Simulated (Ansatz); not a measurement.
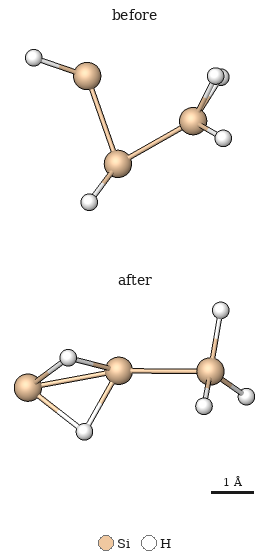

The structure of Si3H5 (charge +1) before (top) and after (bottom) a relaxation, at one scale.

Style: ball-and-stick. Shown at a tilt.

It is one of the separated reactants of a reaction.

Level of theory: RKS PBE-D4/def2-SVP in Ansatz 0.2.0. Set-up: force threshold 0.03 eV/Å; at most 250 steps.

### Describe what moved and what it gained.

Over 34 accepted moves (37 points after the start) the energy falls by 100.0 kcal/mol. Largest force component: 3.1 eV/Å at the start, 0.022 eV/Å at the end. The line search rejected the trial steps at points 12, 21, 30 of the run. A Si atom moves most after the best rigid fit: 1.80 Å. Largest moves by element: Si 1.80 Å, H 1.44 Å. Among the contacts that change: Si–Si 2.855 → 4.525 Å, H–Si 3.294 → 1.687 Å, H–Si 3.146 → 1.754 Å, H–Si 1.479 → 1.756 Å. Among the angles between lasting bonds that change: Si–Si–Si 80.1° → 156.4°, Si–Si–H 124.7° → 48.7°, Si–Si–H 114.8° → 51.4°. The run took 37 s on 2 threads of Arm Neoverse V2, on a shared host.
